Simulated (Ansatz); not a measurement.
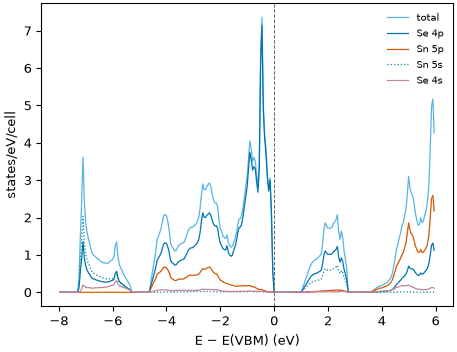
*Total and projected density of states of SnSe₂ (CdI2 type, P-3m1), the program Ansatz at the r²SCAN level (PAW)*

Which orbitals carry the states next to the gap?

Top 1 eV of the valence band: Se 4p 95 %. Bottom 1 eV of the conduction band: Se 4p 58 %, Sn 5s 35 %. Projections are on Löwdin-orthogonalised atomic valence shells; empty p or d shells of many metals are not among them.

Where is the tallest occupied peak in this window, and what makes it?

Near -0.5 eV, about 7.4 states/eV per cell; the largest projected share is Se 4p.

Symmetry was held in the r²SCAN relaxation. A crystal of weakly bound layers computed without a dispersion correction: the cell and the soft elastic constants depend strongly on that. Scalar-relativistic: spin–orbit coupling is off unless named, which matters more the heavier the elements.

Potentials: the earlier of the program's two PAW sets.
